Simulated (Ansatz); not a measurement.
# CdF2 (Fm-3m): how G0W0 depends on its starting point

How much of the starting functional survives in the G0W0 gap of CdF2 (Fm-3m)?

Program: Ansatz 0.2.0. Level of theory: G0W0 on several functionals, plane waves, PAW. Results are calculated unless marked as measured.

In doubt: masses and optical values from hybrid runs of this build are listed as unsure (step 4), which bears on the screening that GW takes from such a start.

### Step 1. Starting point

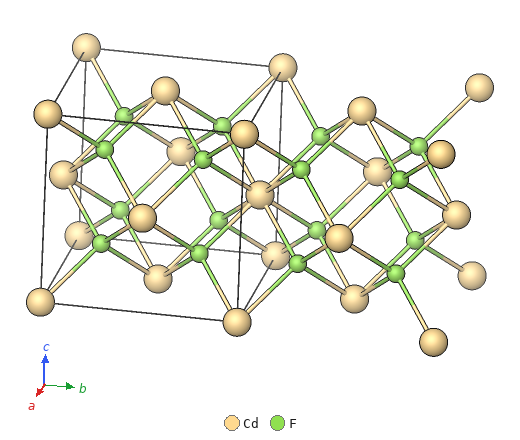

The cell as given, slightly off an axis (cadmium orange, fluorine green). 1×2×1 cells are drawn. This picture shows the conventional cell, with its axes. Some periodic images of atoms are drawn too.

The cell and positions come from the Crystallography Open Database and are kept as given unless a step says otherwise.

### Step 2. G0W0 on LDA

Now the one-shot GW correction: screening in the RPA, then the self-energy of the levels asked for. This step takes PAW set soft_1 files.

This step: G0W0 on LDA, plane waves, PAW; PAW set soft_1.

Input file input.yaml:

```yaml
crystal:
  lattice:
    - [0.0, 2.694, 2.694]
    - [2.694, 0.0, 2.694]
    - [2.694, 2.694, 0.0]
  atoms:
    - { symbol: Cd, position: [0.0, 0.0, 0.0] }
    - { symbol: F, position: [0.25, 0.25, 0.25] }
    - { symbol: F, position: [0.75, 0.75, 0.75] }
kpoints:
  mp_grid: { grid: [6, 6, 6] }
hamiltonian:
  xc: lda
  pseudopotentials: { kind: paw, azcp: { folder: soft_1 }, xc_functional: pbe }
scf:
  occupations: { method: fixed }
gw:
  n_empty_bands: 116
  ecut_chi: 120
  qp_bands: [v2, c2]
  qp_kpoints: band_edges
  screening: { model: contour_deformation }
```

Started as:

```console
> ansatz run input.yaml --threads 24 --pin off --max-ram 82944MiB --backend cuda --events-out ev --progress --plain --runs-dir out --devices 1 --max-vram 78GiB
```

Numbers of over 12 decimals in the logs are rounded to 6 here.

Output:

```text
GPUs: using 1 of 1 available (devices: 1).
Engine: ansatz 0.2.0, aarch64-unknown-linux-gnu
Pseudopotentials: kind: paw
Pseudopotential: Cd, paw, valence charge 20, recommended cutoff 420 eV (normal), soft_1/Cd.paw.azcp
Pseudopotential: F, paw, valence charge 7, recommended cutoff 420 eV (normal), soft_1/F.paw.azcp
Functional definition: SPW92
  exchange = slater_x
  correlation = pw_c
[...]
Crystal: 3 atoms, lattice volume = 39.104 Å³
Basis set: ecut = 420 eV, 749 PW (Γ)
Bands: 21, of which v1, the nominal top of the filled ones, is band 17 counted from 1 (16 counted from 0)
Symmetry: 48 space group operations
Space group: Fm-3m (ITA 225), of the structure as read, at distance tolerance 3.4e-5 Å
k-points: 16 of 216
Non-local potential: Cd, projectors of the file, l = 0: 3, l = 1: 2, l = 2: 2, l = 3: 1
Non-local potential: F, projectors of the file, l = 0: 2, l = 1: 2, l = 2: 1
PAW form: soft (Blöchl's): semilocal exchange-correlation on the pseudo side does not see the compensation charge
PAW frozen core: Cd, regenerated for the run's functional, and the local potential with it (the file was generated under x = pbe(κ = 0.804, μ = 0.219515), c = pbe(β = 0.066725))
PAW frozen core: F, regenerated for the run's functional, and the local potential with it (the file was generated under x = pbe(κ = 0.804, μ = 0.219515), c = pbe(β = 0.066725))
PAW one-centre angular grid: Cd, 590 points (default); XC on 64 Gauss nodes
PAW one-centre angular grid: F, 110 points (default); XC on 64 Gauss nodes
Initial density: superposition of atomic densities (chi_scale 0.1, normalization cell, long waves kept (reshape's long-wave potential 0.00 eV rms))
Initial wavefunctions: pseudopotential atomic-orbital guess
[...]
Functional: x = slater, c = lda
SCF iter   1: F=—  HF=-9712.070879 eV  |F-HF|=—  |Δ(HF+E_count)|=         —  Δρ=2.30e-1  dr2=1.77e1  ethr=3.10e-3  ⟨swp⟩=4.8  Hψ=1265  notcnv=0  defer=27
preconditioner: auto → none  [insulator: Δε(μ)=1.723 eV  Ē_g=16.965 eV  n_scr=14 (ndim 8)  ℏωp=30.3 eV  f_vac=0.099  ε∞_Penn≈4.2]
SCF iter   2: F=—  HF=-9708.176845 eV  |F-HF|=—  |Δ(HF+E_count)|=    3.89e0  Δρ=1.55e-1  dr2=5.83e0  ethr=3.10e-3  ⟨swp⟩=3.9  Hψ=953  notcnv=0  defer=30
SCF iter   3: F=—  HF=-9706.381670 eV  |F-HF|=—  |Δ(HF+E_count)|=    1.80e0  Δρ=2.05e-2  dr2=7.69e-2  ethr=3.10e-3  ⟨swp⟩=2.9  Hψ=752  notcnv=0  defer=8
SCF iter   4: F=—  HF=-9706.375593 eV  |F-HF|=—  |Δ(HF+E_count)|=   6.08e-3  Δρ=5.37e-3  dr2=3.38e-3  ethr=2.26e-4  ⟨swp⟩=3.0  Hψ=754  notcnv=0  defer=30
SCF iter   5: F=—  HF=-9706.378232 eV  |F-HF|=—  |Δ(HF+E_count)|=   2.64e-3  Δρ=9.06e-4  dr2=2.00e-4  ethr=9.95e-6  ⟨swp⟩=2.1  Hψ=755  notcnv=0  defer=30
SCF iter   6: F=—  HF=-9706.378298 eV  |F-HF|=—  |Δ(HF+E_count)|=   6.59e-5  Δρ=4.10e-4  dr2=4.56e-5  ethr=5.89e-7  ⟨swp⟩=2.0  Hψ=575  notcnv=0  defer=28
SCF iter   7: F=—  HF=-9706.378286 eV  |F-HF|=—  |Δ(HF+E_count)|=   1.13e-5  Δρ=8.23e-5  dr2=2.12e-6  ethr=1.34e-7  ⟨swp⟩=2.2  Hψ=536  notcnv=0
SCF iter   8: F=-9706.378286 eV  HF=-9706.378286 eV  |F-HF|=5.02e-8  |Δ(HF+E_count)|=   5.89e-7  Δρ=1.42e-5  dr2=6.76e-8  ethr=2.94e-10  ⟨swp⟩=2.6  Hψ=1275  notcnv=0
SCF 1 converged in 8 iterations: F = -9706.378286 eV  dr2 = 6.76e-8
  greatest PAW one-centre occupation: 1.000 electrons in one spin orbital (limit 2), on the Cd atom at site 0 (counted from 0), in its partial waves of l = 0
[...]
NSCF: frozen V_eff on 16 k-points, pencils in batches of 32, up to order 84
the band table was solved once the SCF had ended and its energy, with any forces and stress, was formed, with the checks that follow a solve (1656 applications of the Hamiltonian). They found nothing against the state; the energy, forces and stress were not computed again (output.eigenvalues in the input reference)
[...]
NSCF: frozen V_eff on 16 k-points
G₀W₀ screening: q 1/16
[... further progress lines ...]
[...]
NSCF: frozen V_eff on 1 k-points
[...]
NSCF: frozen V_eff on 1 k-points
SCF converged after 8 iterations
Free energy (F): -9706.378286 eV
Harris-Foulkes:  -9706.378286 eV  (|F-HF|=5.02e-8)
Internal energy: -9706.378286 eV  (E = F + TS)
E sigma→0 (E₀):  -9706.378286 eV
Fermi energy:    5.966551 eV
--- Per-component energies (eV) ---
[...]
1    19     17.1825    -6.2206    -4.5889   -12.3592  0.8316    18.7585    18.7322  root
     2    16      5.5745   -34.2942     5.8616   -27.0822  0.7653     4.1931     4.2241  root
     2    17      5.5745   -34.2942     5.8616   -27.0822  0.7653     4.1931     4.2241  root
     2    18     11.6735   -12.9339    -3.5601   -18.0943  0.8241    13.3025    13.2738  root
     2    19     15.7020    -7.9319    -4.2221   -13.7005  0.8266    17.2766    17.2484  root
     3    16      5.6031   -34.3366     5.8610   -27.1265  0.7655     4.2231     4.2540  root
     3    17      5.6031   -34.3366     5.8610   -27.1265  0.7655     4.2231     4.2540  root
     3    18     12.9255   -13.3287    -4.0375   -19.2161  0.8142    14.8233    14.7753  root
     3    19     14.7823    -8.7200    -3.7947   -13.9499  0.8309    16.2442    16.2176  root
     4    16      5.5683   -33.6241     5.8815   -26.4386  0.7618     4.2353     4.2643  root
     4    17      5.5683   -33.6241     5.8815   -26.4386  0.7618     4.2353     4.2643  root
     4    18      9.9985   -11.4923    -3.4455   -16.3180  0.8389    11.3943    11.3787  root
     4    19     17.0034    -5.5653    -4.6250   -11.6988  0.8374    18.5364    18.5119  root
     5    16      5.5121   -34.0480     5.9423   -26.7676  0.7619     4.1427     4.1741  root
     5    17      5.6504   -33.5324     5.9018   -26.3466  0.7610     4.3385     4.3664  root
     5    18     11.4586   -12.4377    -3.5942   -17.5979  0.8277    13.0506    13.0246  root
     5    19     16.0614    -6.9023    -4.3933   -12.8189  0.8336    17.6149    17.5848  root
     6    16      5.5576   -33.6108     5.9690   -26.3408  0.7593     4.2270     4.2566  root
     6    17      5.6682   -33.8521     5.8991   -26.6489  0.7624     4.3353     4.3641  root
     6    18     12.9911   -13.0055    -4.0701   -18.9124  0.8153    14.8756    14.8279  root
     6    19     15.2647    -8.5036    -3.9504   -13.9265  0.8252    16.7560    16.7372  root
     7    16      5.5940   -33.2098     5.9891   -25.9554  0.7571     4.3008     4.3287  root
     7    17      5.6089   -34.1568     5.8900   -26.9314  0.7639     4.2430     4.2735  root
     7    18     12.5783   -12.9347    -3.8800   -18.5620  0.8185    14.3668    14.3257  root
[...]
14    16      5.4455   -32.5480     6.1245   -25.1842  0.7504     4.1779     4.2062  root
    14    17      5.8635   -33.5312     5.9492   -26.3389  0.7598     4.5950     4.6205  root
    14    18     13.5210   -12.8138    -4.3312   -19.0785  0.8123    15.5116    15.4545  root
    14    19     15.9406    -8.4020    -4.0097   -13.8768  0.8245    17.4280    17.4058  root
    15    16      5.3800   -31.8826     6.2389   -24.4433  0.7444     4.1526     4.1796  root
    15    17      5.9666   -33.4529     5.9618   -26.2741  0.7591     4.7256     4.7496  root
    15    18     13.7814   -12.5811    -4.4747   -19.0304  0.8118    15.8192    15.7560  root
    15    19     16.3555    -8.3940    -4.4936   -14.4657  0.8260    17.9589    17.9336  root
```

Run time: 4 s. Hardware: 1 × NVIDIA GB200 (shared by 2 runs) with 24 threads of Arm Neoverse V2, shared host; peak memory 1.2 GiB.

This step gave:

```
bands summed                                 : 133
RPA ε∞ on this mesh (eigenvalues)            : 2.912, 2.912, 2.912
plane waves in the screening matrix          : 113
q-points in the mesh                         : 216
G0W0 gap on the mesh                         : 5.337 eV
k of the valence top                         : 0.1667, -0.5, -0.3333
k of the conduction bottom                   : 0, 0, 0
starting gap on the mesh                     : 2.828 eV
Z at the valence top                         : 0.7591
Z at the conduction bottom                   : 0.8529
least direct G0W0 gap on the computed points : 5.987 eV
```

The gap on the mesh goes from 2.83 eV to 5.34 eV, a correction of +2.51 eV. Between the two edge states, bare exchange in place of the xc potential would open the gap by 12.21 eV, and correlation takes back 9.70 eV.

### Step 3. G0W0 on PBE

One-shot GW remembers its start. Another functional's orbitals and levels show by how much.

This step: G0W0 on PBE, plane waves, PAW; PAW set soft_1.

input.yaml, as its differences from that of step 2:

```diff
@@ -12,4 +12,4 @@
 hamiltonian:
-  xc: lda
-  pseudopotentials: { kind: paw, azcp: { folder: soft_1 }, xc_functional: pbe }
+  xc: pbe
+  pseudopotentials: { kind: paw, azcp: { folder: soft_1 } }
 scf:
```

Output:

```text
GPUs: using 1 of 1 available (devices: 1).
[...]
Crystal: 3 atoms, lattice volume = 39.104 Å³
Basis set: ecut = 420 eV, 749 PW (Γ)
Bands: 21, of which v1, the nominal top of the filled ones, is band 17 counted from 1 (16 counted from 0)
[... 1 set-up line as in the run before ...]
[...]
k-points: 16 of 216
[...]
SCF iter   1: F=—  HF=-9877.399067 eV  |F-HF|=—  |Δ(HF+E_count)|=         —  Δρ=2.13e-1  dr2=1.54e1  ethr=3.10e-3  ⟨swp⟩=4.8  Hψ=1266  notcnv=0  defer=27
[...]
SCF iter   8: F=-9872.213641 eV  HF=-9872.213641 eV  |F-HF|=2.03e-8  |Δ(HF+E_count)|=   5.08e-7  Δρ=9.87e-6  dr2=3.04e-8  ethr=2.94e-10  ⟨swp⟩=3.6  Hψ=1336  notcnv=0
SCF 1 converged in 8 iterations: F = -9872.213641 eV  dr2 = 3.04e-8
[...]
NSCF: frozen V_eff on 16 k-points, pencils in batches of 32, up to order 84
[...]
NSCF: frozen V_eff on 16 k-points
G₀W₀ screening: q 1/16
[... further progress lines ...]
[...]
SCF converged after 8 iterations
Free energy (F): -9872.213641 eV
[...]
Internal energy: -9872.213641 eV  (E = F + TS)
E sigma→0 (E₀):  -9872.213641 eV
Fermi energy:    6.410965 eV
[...]
1    19     18.0313    -6.1342    -4.3956   -11.5047  0.8363    19.0142    19.0062  root
     2    16      6.0077   -34.2796     5.8647   -26.8846  0.7705     4.4389     4.4773  root
     2    17      6.0077   -34.2796     5.8647   -26.8846  0.7705     4.4389     4.4773  root
     2    18     12.3705   -12.5937    -3.4877   -17.3338  0.8307    13.6382    13.6228  root
     2    19     16.5303    -7.7873    -4.0479   -12.8624  0.8326    17.5676    17.5574  root
     3    16      6.0356   -34.3253     5.8629   -26.9337  0.7707     4.4686     4.5068  root
     3    17      6.0356   -34.3253     5.8629   -26.9337  0.7707     4.4686     4.5068  root
     3    18     13.6270   -13.0369    -3.9259   -18.4820  0.8211    15.1752    15.1461  root
[...]
15    16      5.8483   -31.9864     6.2280   -24.3668  0.7511     4.4215     4.4568  root
    15    17      6.4110   -33.4992     5.9581   -26.1523  0.7648     4.9921     5.0222  root
    15    18     14.5083   -12.3589    -4.3308   -18.3170  0.8181    16.1718    16.1356  root
    15    19     17.1123    -8.2097    -4.3341   -13.6512  0.8306    18.2368    18.2197  root
```

Elapsed: 4.8 s, on 1 × NVIDIA GB200 (shared by 2 runs) with 24 threads; peak memory 1.2 GiB; 17 s of CPU time.

This step gave:

- bands summed: 133
- RPA ε∞ on this mesh (eigenvalues): 2.781, 2.781, 2.781
- plane waves in the screening matrix: 113
- q-points in the mesh: 216
- G0W0 gap on the mesh: 5.341 eV
- k of the valence top: 0.1667, -0.5, -0.3333
- k of the conduction bottom: 0, 0, 0
- starting gap on the mesh: 3.118 eV
- Z at the valence top: 0.7648
- Z at the conduction bottom: 0.8576
- least direct G0W0 gap on the computed points: 6.020 eV

Against the run with 6×6×6 mesh, 116 empty bands, screening to 120 eV, PAW set soft_1 files on LDA, the gap moves by +0.004 eV, while the start moved by +0.29 eV.

### Step 4. G0W0 on HSE06

This step: G0W0 on HSE06, plane waves, PAW; PAW set soft_1.

input.yaml, as its differences from that of step 3:

```diff
@@ -12,3 +12,3 @@
 hamiltonian:
-  xc: pbe
+  xc: hse06
   pseudopotentials: { kind: paw, azcp: { folder: soft_1 } }
```

Output:

```text
GPUs: using 1 of 1 available (devices: 1).
[...]
davidson cushion auto → on  (no smearing: the cushion is to keep the highest requested band from converging to the state above it; pin scf.eigensolver.cushion to override)
[...]
Crystal: 3 atoms, lattice volume = 39.104 Å³
Basis set: ecut = 420 eV, 749 PW (Γ)
Bands: 21, of which v1, the nominal top of the filled ones, is band 17 counted from 1 (16 counted from 0)
[... 1 set-up line as in the run before ...]
[...]
k-points: 16 of 216
[...]
3    16      4.4308   -34.2730     5.0584   -28.5752  0.8150     3.7878     3.7913  root
     3    17      4.4308   -34.2730     5.0584   -28.5752  0.8150     3.7878     3.7913  root
     3    18     14.4130   -12.0001    -3.6992   -16.9974  0.8610    15.7212    15.7111  root
[...]
15    16      4.2636   -32.0062     5.3520   -26.1158  0.7998     3.7224     3.7252  root
    15    17      4.8609   -33.4980     5.1612   -27.8127  0.8099     4.3346     4.3369  root
    15    18     15.4006   -11.4892    -4.0008   -16.8362  0.8589    16.7588    16.7467  root
    15    19     17.8445    -7.7563    -3.9086   -12.5797  0.8680    18.7642    18.7592  root
```

Elapsed: 11 s, on 1 × NVIDIA GB200 (shared by 2 runs) with 24 threads; peak memory 1.3 GiB.

This step gave:

| Property | Result |
| --- | --- |
| bands summed | 133 |
| RPA ε∞ on this mesh (eigenvalues) | 2.307, 2.307, 2.307 |
| plane waves in the screening matrix | 113 |
| G0W0 gap on the mesh | 6.486 eV |
| k of the valence top | 0.1667, -0.5, -0.3333 |
| k of the conduction bottom | 0, 0, 0 |
| starting gap on the mesh | 5.223 eV |
| least direct G0W0 gap on the computed points | 7.206 eV |

Against the run with 6×6×6 mesh, 116 empty bands, screening to 120 eV, PAW set soft_1 files on PBE, the gap moves by +1.15 eV, while the start moved by +2.11 eV.

### Step 5. Side by side

All on the 6×6×6 mesh with 116 empty bands and screening to 120 eV. Times are wall times on 1 × NVIDIA GB200 (shared by 2 runs) with 24 threads of Arm Neoverse V2, shared host, good to a factor of about two.

```
start  starting gap (eV)  shift (eV)  G0W0 gap (eV)  RPA ε∞ (harmonic mean)  Z (valence, conduction)   time
  LDA               2.83       +2.51           5.34                    2.91               0.76, 0.85    4 s
  PBE               3.12       +2.22           5.34                    2.78               0.76, 0.86  4.8 s
HSE06               5.22       +1.26           6.49                    2.31               0.81, 0.89   11 s
```

How the two edges are built up, in eV (the quasiparticle level is the starting level plus Σx plus Σc less Vxc):

| run | edge | start | Σx | Σc | Vxc | Z | QP |
| --- | --- | --- | --- | --- | --- | --- | --- |
| LDA | valence top | 5.97 | -33.45 | 5.96 | -26.27 | 0.76 | 4.75 |
| LDA | conduction bottom | 8.79 | -9.51 | -3.74 | -14.54 | 0.85 | 10.09 |
| PBE | valence top | 6.41 | -33.50 | 5.96 | -26.15 | 0.76 | 5.02 |
| PBE | conduction bottom | 9.53 | -9.26 | -3.67 | -13.76 | 0.86 | 10.36 |
| HSE06 | valence top | 4.86 | -33.50 | 5.16 | -27.81 | 0.81 | 4.34 |
| HSE06 | conduction bottom | 10.08 | -8.59 | -3.50 | -12.83 | 0.89 | 10.82 |

For a hybrid start, Vxc holds its share of exact exchange.

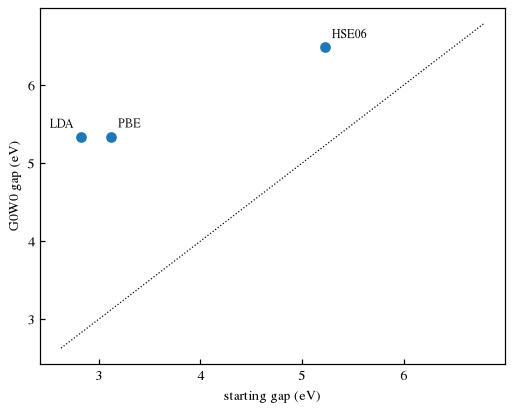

G0W0 gap against starting gap; on the dotted line the correction would vanish.

### Step 6. Results

```
G0W0@LDA     : 5.34 eV (start 2.83 eV)
G0W0@PBE     : 5.34 eV (start 3.12 eV)
G0W0@HSE06   : 6.49 eV (start 5.22 eV)
known limits : not at the basis limit; d shell near the gap, gap tends to lie low; no spin-orbit coupling
```

The starting gaps span 2.40 eV and the G0W0 gaps 1.15 eV. Between LDA and HSE06, 1.15 eV of the 2.40 eV survives, 48 %. HSE06 screens less than LDA (ε∞ 2.31 against 2.91). Of the 1.15 eV by which its G0W0 gap is higher, the correlation part gives +1.04 eV, and exchange with the one-particle terms, which follow the orbitals, +0.11 eV. The smallest correction, +1.26 eV, is on HSE06, the start nearest to reproducing itself. Bands and cutoff are finite, so the gap is not at the basis limit. The miss can reach some tenths of an eV and take either sign; the mesh is an error of its own. A d shell, filled or nearly so, lies near the gap. One-shot GW converges very slowly in bands there, not always from below, and on a semilocal start the gap tends to come out low; starts rich in exact exchange can overshoot instead. The many-body steps are scalar-relativistic: spin-orbit coupling is not in them.

[Paths, hosts, dates, memory and timing lines, banners, echoed tables and standing remarks are left out of the program output.]

[Logs are printed without paths, hosts, clocks, repeated set-up lines and the standing remarks that a program may print on its own settings, such as how far it seeks lower states.]

[Runs of the session that timed out or met a known fault of the program may be left out.]

[Cells called generated may have been cut or substituted from an entry of the Crystallography Open Database or the Materials Project.]

[No measured gap is set beside runs whose start may be inverted or whose files or cutoffs have a known fault.]

[Hosts, paths, dates, database ids (printed as entryN), source tags and the programs' standing remarks are cut or masked in the printed files.]
